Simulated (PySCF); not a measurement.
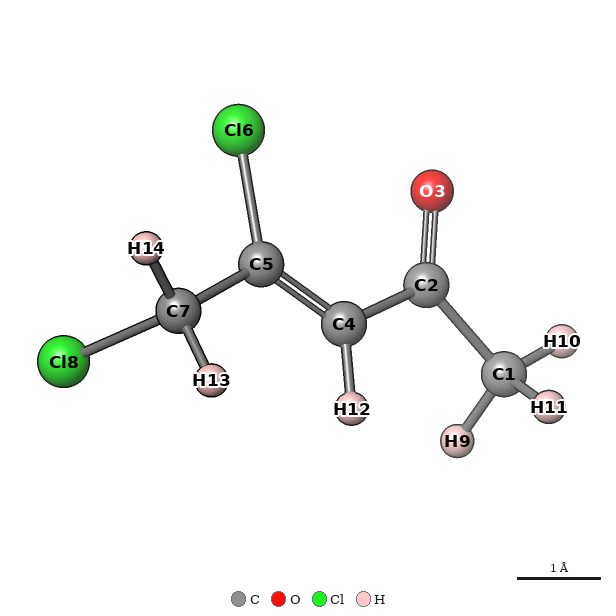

Orthographic view. Depth is shown by fading: the farther an atom, the more it takes the colour of the background. Geometry: an end point of a reaction path computed with GFN2-xTB.

Write a MOL file (V2000) with the atoms in numerical order, bonds sorted by atom number with the orders drawn, and coordinates in the frame of the picture: x right, y up, z towards the viewer, origin at the mean position.

```
C5H6Cl2O
                    3D

 14 13  0  0  0  0  0  0  0  0999 V2000
    2.0200   -0.6700   -1.3300 C   0  0  0  0  0  0  0  0  0  0  0  0
    1.0800    0.4100   -0.8700 C   0  0  0  0  0  0  0  0  0  0  0  0
    1.1500    1.5500   -1.2700 O   0  0  0  0  0  0  0  0  0  0  0  0
    0.0800   -0.0600    0.1000 C   0  0  0  0  0  0  0  0  0  0  0  0
   -0.9300    0.6700    0.6100 C   0  0  0  0  0  0  0  0  0  0  0  0
   -1.2000    2.3000    0.1700 Cl  0  0  0  0  0  0  0  0  0  0  0  0
   -1.9300    0.1000    1.5600 C   0  0  0  0  0  0  0  0  0  0  0  0
   -3.3300   -0.5200    0.6100 Cl  0  0  0  0  0  0  0  0  0  0  0  0
    1.4600   -1.4800   -1.7800 H   0  0  0  0  0  0  0  0  0  0  0  0
    2.7300   -0.2700   -2.0600 H   0  0  0  0  0  0  0  0  0  0  0  0
    2.5700   -1.0700   -0.4800 H   0  0  0  0  0  0  0  0  0  0  0  0
    0.1700   -1.0900    0.4200 H   0  0  0  0  0  0  0  0  0  0  0  0
   -1.5300   -0.7500    2.1100 H   0  0  0  0  0  0  0  0  0  0  0  0
   -2.3200    0.8600    2.2300 H   0  0  0  0  0  0  0  0  0  0  0  0
  1  2  1  0
  1  9  1  0
  1 10  1  0
  1 11  1  0
  2  3  2  0
  2  4  1  0
  4  5  2  0
  4 12  1  0
  5  6  1  0
  5  7  1  0
  7  8  1  0
  7 13  1  0
  7 14  1  0
M  END
```
